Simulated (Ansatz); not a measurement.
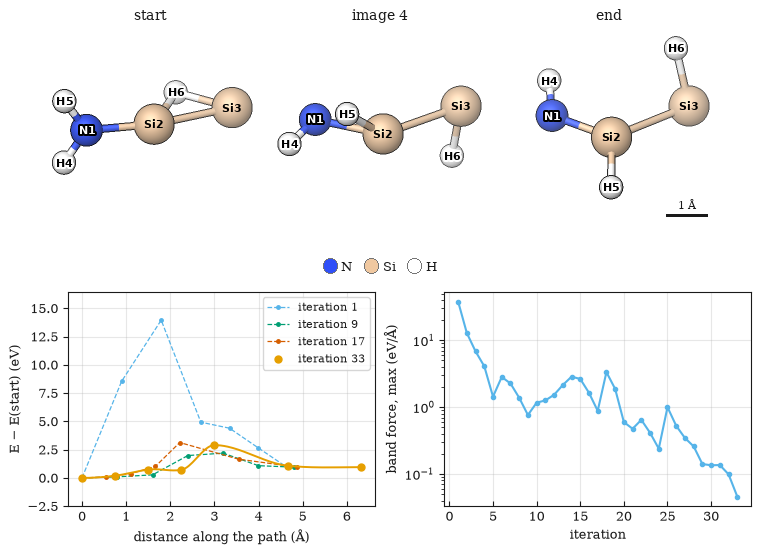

A nudged-elastic-band calculation for Si₂NH₃. Images are numbered from 0 (start) to 6 (end). The plot follows the band through its iterations. A ball-and-stick model, seen at a tilt.

Theory: UKS B3LYP-D4/def2-SVP in Ansatz. Set-up: 5 movable images; climbing image; force threshold 0.05 eV/Å; iteration limit 60; starting path through a guess of the saddle point.

Question: How did the profile develop, and is the result final?

Answer: The run is converged, with reservations. The band converged in 33 iterations. The largest component of the band force went from 38 to 0.046 eV/Å. The climbing image converged on the top of the path. Its vibrational analysis gives one imaginary mode (1608i cm⁻¹), as a transition state must have. The first iteration put the highest image at 13.95 eV. Forward barrier 2.90 eV, backward barrier 1.95 eV, with image 4 at the top; the reaction energy is +0.95 eV.

The run took 5.6 min on 2 threads of Arm Neoverse V1, on a shared host, peak memory 0.17 GiB.
